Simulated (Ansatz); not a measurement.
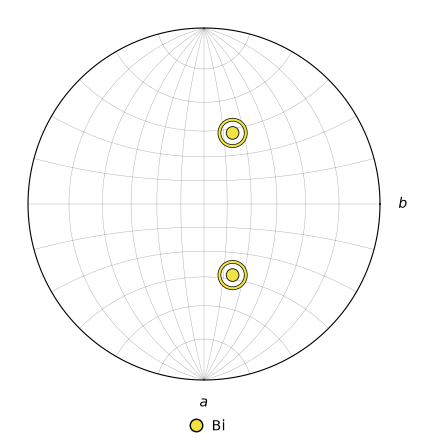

For BiICl2, the end point of a relaxation with Ansatz, DFT, PAW plane waves, r2scan; the starting structure was generated, so it need not be a known form of this composition: directions from one iodine atom at (1/2, 0.126, 3/4) to its bonded neighbours, in stereographic projection down c (filled: above the plane of the page or in it, open: below). The drawing is computed from the coordinates (standard cell, symmetry found to 0.002 Å).

Neighbours are counted up to 3.50 Å for Bi; other elements are left out.

```
CELL_PARAMETERS angstrom
4.62693 0.00000 0.00000
0.00000 23.62542 0.00000
0.00000 0.00000 4.64233
ATOMIC_POSITIONS crystal
I 0.50000 0.12649 0.75000
I 0.00000 0.37351 0.25000
Cl 0.00000 0.25009 0.75000
Cl 0.50000 0.24991 0.25000
Bi 0.50000 0.33411 0.75000
Bi 0.00000 0.16589 0.25000
Cl 0.50000 0.43986 0.75000
Cl 0.00000 0.06014 0.25000
I 0.00000 0.62649 0.75000
I 0.50000 0.87351 0.25000
Cl 0.50000 0.75009 0.75000
Cl 0.00000 0.74991 0.25000
Bi 0.00000 0.83411 0.75000
Bi 0.50000 0.66589 0.25000
Cl 0.00000 0.93986 0.75000
Cl 0.50000 0.56014 0.25000
```

**How many neighbours are there, and at what angles?**

4: 4 Bi at 3.41 Å. Angles between bonds: 86° (4×), 148° (2×).

**What is the site's symmetry in the crystal?**

Point group mm2 (C2v), order 4: one twofold axis, two mirror planes. In Cmcm, No. 63 this is Wyckoff position 4c.
